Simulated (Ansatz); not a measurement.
# LaScF2: what a guessed cell relaxes into

Aim: relax a trial structure of LaScF2 and see where it ends.

Program: Ansatz 0.2.0. Level of theory: DFT PBE, scalar-relativistic, plane waves, PAW. These are calculated values, not measurements.

### 1 The system as given

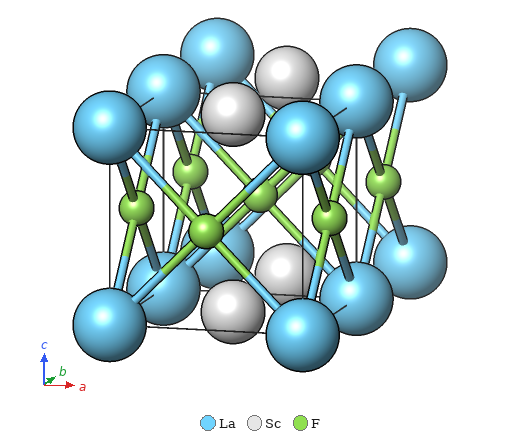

The starting structure, seen slightly off an axis (lanthanum blue, scandium white, fluorine green). 1×2×1 cells are drawn. Atoms on the faces are drawn again on the opposite ones.

Coordinates:

```
CELL_PARAMETERS angstrom
4.06986 0.00000 0.00000
0.00000 4.06986 0.00000
0.00000 0.00000 4.08193
ATOMIC_POSITIONS crystal
La 0.00000 0.00000 0.00000
Sc 0.50000 0.50000 0.00000
F 0.50000 0.00000 0.50000
F 0.00000 0.50000 0.50000
```

A structure generator made this guess: species swapped into a database cell of CePd2Pt (P4/mmm, No. 123), with La on the Ce sites, F on the Pd sites and Sc on the Pt sites. Its size is a rough estimate.

### 2 A first look at the guess

File input.yaml:

```yaml
crystal:
  lattice:
    - [4.06985678, 0.0, 0.0]
    - [0.0, 4.06985678, 0.0]
    - [0.0, 0.0, 4.08192996]
  atoms:
    - { symbol: La, position: [0.0, 0.0, 0.0] }
    - { symbol: Sc, position: [0.5, 0.5, 0.0] }
    - { symbol: F, position: [0.5, 0.0, 0.5] }
    - { symbol: F, position: [0.0, 0.5, 0.5] }
basis:
  ecutwfc: 420
kpoints:
  mp_grid: { grid: [4, 4, 4] }
hamiltonian:
  xc: pbe
scf:
  occupations: { method: gaussian, width: 0.1 }
  lower_state_search: "off"
output:
  forces: true
  stress: true
  eigenvalues: true
```

Command:

```
ansatz run input.yaml --threads 1 --pin off --max-ram 2560MiB --backend cpu --events-out ev --progress --plain --runs-dir out
```

Output (excerpt; [...] marks lines left out):

```text
[...]
SCF converged after 9 iterations
Free energy (F): -10003.463856 eV
[...]
E sigma→0 (E₀):  -10003.453715 eV
Entropy (-TS):   -0.020283 eV (-5.071 meV/atom)
Fermi energy:    12.226545 eV
[...]
--- Forces (eV/Å), atoms counted from 1 ---
  atom   1  La    -0.00000000     0.00000000     0.00000000
  atom   2  Sc     0.00000000    -0.00000000     0.00000000
  atom   3  F     -0.00000000     0.00000000     0.00000000
  atom   4  F      0.00000000    -0.00000000     0.00000000
[...]
--- Stress (GPa, compression-positive) ---
        7.341420       0.000000       0.000000
        0.000000       7.341420       0.000000
        0.000000       0.000000      -5.422627
  P = ⅓ Tr σ = 3.0867 GPa (30.867 kbar)
--- Band table (eV; the first three rows and the last of 18) ---
  k-point 0: bands = ["-37.6609", "-20.7928", "-16.6124", "-16.3105", "-16.3105", "-13.0020", "-12.6549", "-4.6104", "-4.4204", "-4.4204", "5.1383", "5.1383", "5.4760", "5.6039", "6.2989", "6.2989", "9.7999", "9.8836", "10.8986", "11.9130", "12.7720", "12.7720"]
[...]
```

It took 5.1 s on 1 thread of Intel Xeon at 2.50GHz (Skylake/Cascade Lake), shared host; peak memory 0.38 GiB.

From the probe: pressure 3.1 GPa, largest force 0.00 eV/Å, gap on this mesh none (metal). The coarse relaxation is skipped.

### 3 Spin check on a coarse mesh

Edit input.yaml of step 2 so:

```diff
@@ -7,3 +7,3 @@
     - { symbol: La, position: [0.0, 0.0, 0.0] }
-    - { symbol: Sc, position: [0.5, 0.5, 0.0] }
+    - { symbol: Sc, position: [0.5, 0.5, 0.0], spin: 1.0 }
     - { symbol: F, position: [0.5, 0.0, 0.5] }
@@ -23 +23,4 @@
   eigenvalues: true
+  populations: true
+magnetization:
+  spin_polarized: true
```

Command:

```
ansatz run input.yaml --threads 1 --pin off --max-ram 2560MiB --backend cpu --events-out ev --progress --plain --runs-dir out
```

Output (excerpt; [...] marks lines left out):

```text
[...]
SCF converged after 20 iterations
Magnetization: 0.0002 μB (18.0001 up, 17.9999 down)
Absolute magnetization: 0.0002 μB (∫|ρ↑−ρ↓|, with the PAW one-centre terms)
Spin contamination: 0.0000 ħ² per cell (⟨S²⟩ above its minimum at these occupations)
Per-site moments (μB) at R_I (Å): [(4.935776271760492e-5, 1.1871021226333696), (8.417365118269717e-5, 1.1871021226333696), (6.015623203131107e-6, 1.1871021226333696), (6.0156232031444175e-6, 1.1871021226333696)]
Free energy (F): -10003.463856 eV
[...]
E sigma→0 (E₀):  -10003.453715 eV
Entropy (-TS):   -0.020283 eV (-5.071 meV/atom)
Fermi energy:    12.226552 eV
[...]
--- Forces (eV/Å), atoms counted from 1 ---
  atom   1  La     0.00000000     0.00000000     0.00000000
  atom   2  Sc     0.00000000    -0.00000000     0.00000000
  atom   3  F      0.00000000     0.00000000     0.00000000
  atom   4  F      0.00000000     0.00000000     0.00000000
[...]
--- Stress (GPa, compression-positive) ---
        7.341675       0.000000       0.000000
        0.000000       7.341675       0.000000
        0.000000       0.000000      -5.423184
  P = ⅓ Tr σ = 3.0867 GPa (30.867 kbar)
--- Band table (eV; the first three rows and the last of 36) ---
  k-point 0 ↑: bands = ["-37.6610", "-20.7928", "-16.6124", "-16.3106", "-16.3106", "-13.0019", "-12.6549", "-4.6105", "-4.4204", "-4.4204", "5.1383", "5.1383", "5.4761", "5.6039", "6.2989", "6.2989", "9.7998", "9.8835", "10.8986", "11.9131", "12.7719", "12.7719", "13.9166"]
[...]
--- Löwdin populations: 4 sites ---
  site symbol       q [e]    m [muB]
     0     La     10.7754     0.0001
     1     Sc     10.1714     0.0001
     2      F      7.4867     0.0000
     3      F      7.4867     0.0000
  spilling = 0.002216 (of n_electrons = 36.000000)
```

Run time: 23 s. Hardware: 1 thread of Intel Xeon at 2.50GHz (Skylake/Cascade Lake), shared host; peak memory 0.41 GiB.

By site:

```tsv
atom	Löwdin electrons
La1	10.78
Sc2	10.17
F3	7.49
F4	7.49
```

The same cell is solved with trial moments on Sc. The largest site moment that stays is 0.00 μB and the cell's total 0.00 μB. The workflow keeps spin only above 0.25 μB on a site, so the next run goes without spin.

(Part 1 of 2 ends here.)
